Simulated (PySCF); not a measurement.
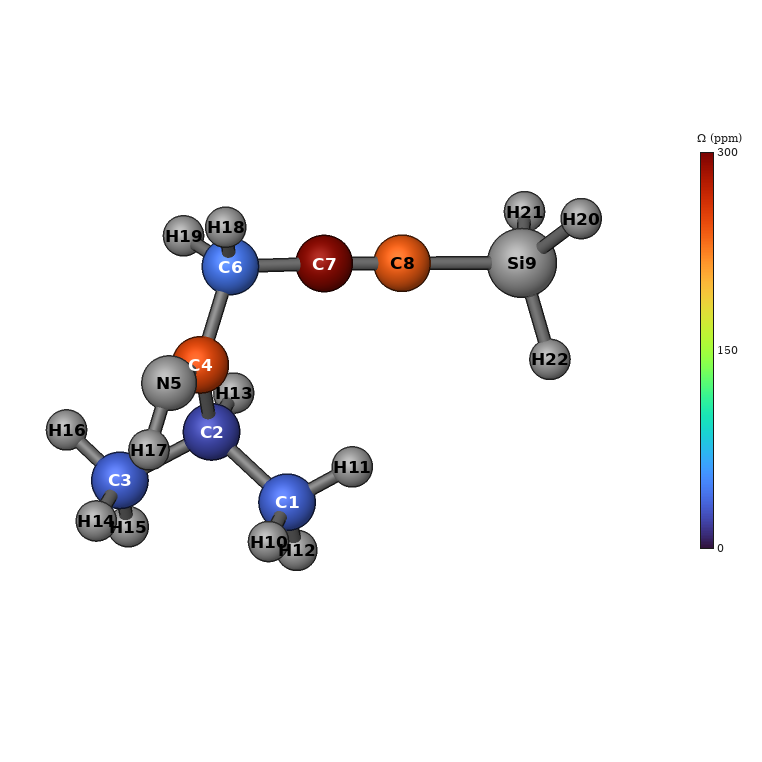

The C atoms are coloured by the span of their shielding tensor. The geometry was computed by an optimisation with GFN2-xTB. No frequency run is at hand to confirm it as a minimum. Level of theory: GIAO PBE0/pcSseg-1 NMR shielding, non-relativistic, gas phase (PySCF 2.14.0). Principal shieldings σ11 ≤ σ22 ≤ σ33, span Ω = σ33 − σ11, skew κ = 3(σiso − σ22)/Ω.

Question. Which C atom has the most anisotropic shielding?

Answer. C7, with a span of 293 ppm.

Give the shielding tensors of the C atoms.

```tsv
atom	σ11	σ22	σ33	σiso	Ω	κ
C1	148.3	149.2	185.0	160.8	36.7	0.95
C2	139.0	148.4	162.7	150.1	23.7	0.20
C3	150.1	157.6	186.2	164.6	36.1	0.59
C4	−125.1	−1.2	122.2	−1.4	247.3	0.00
C6	127.6	148.4	172.1	149.4	44.5	0.06
C7	−28.2	−25.3	264.4	70.3	292.6	0.98
C8	22.7	30.7	261.2	104.9	238.5	0.93
```

Shieldings and span in ppm.

The geometry is semi-empirical. Around Si such bond lengths and angles can be off by a tenth of an ångström or more and by several degrees, and values that hang on the shape move with them.
